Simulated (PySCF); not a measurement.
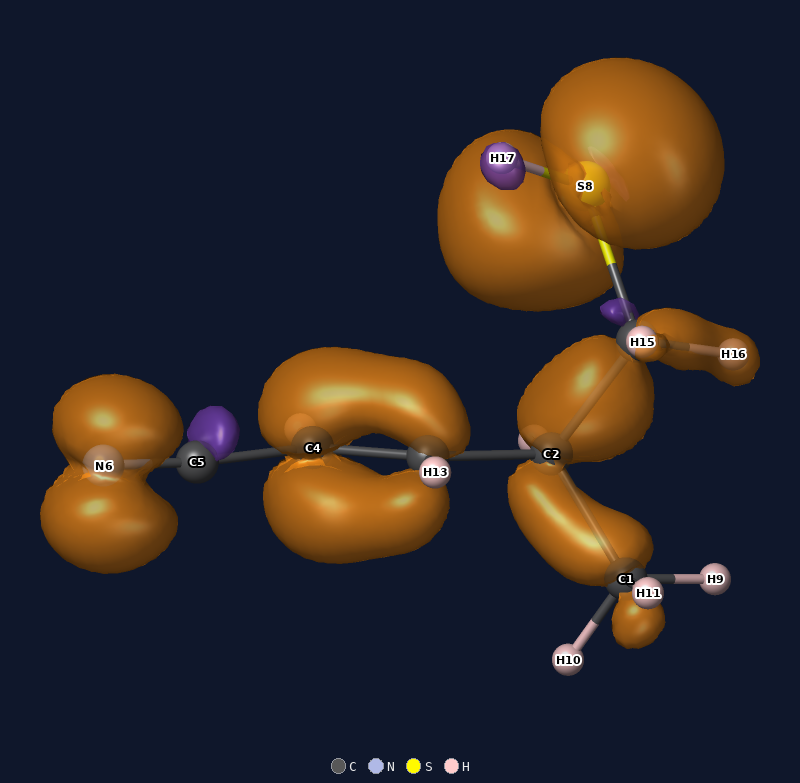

The picture shows: C6H9NS (charge +1, doublet). Isosurfaces of the spin density (α minus β) at +0.015 (orange) and −0.015 e/Å³ (purple), seen across its widest extent.

Geometry: GFN2-xTB.

Method: PySCF 2.14.0, density-fitted response routines, UKS B3LYP, pcH-1 on C H N S, non-relativistic, mean-field spin-orbit, GIAO.

```xyz
17

C    -0.9863   -1.3358   -0.9736
C    -0.4326   -0.5372    0.2083
C     0.7428    0.2673   -0.2204
C     1.9672    0.1251    0.3040
C     3.0840    0.8152   -0.2020
N     3.9777    1.4362   -0.5550
C    -1.5712    0.4048    0.7145
S    -1.2556    1.0749    2.3553
H    -1.8276   -1.9505   -0.6651
H    -0.2114   -2.0000   -1.3530
H    -1.3041   -0.6800   -1.7803
H    -0.1581   -1.2220    1.0157
H     0.5776    0.9561   -1.0398
H     2.1776   -0.5301    1.1410
H    -1.7400    1.2101    0.0025
H    -2.4740   -0.1984    0.8199
H    -0.5729    2.1764    1.9909
```

> Which atoms carry the spin?

The unpaired spin (1 electron) lies mostly on S8 (about 0.5), N6 (about 0.1) and C4 (about 0.1), in electrons by Hirshfeld's partition.
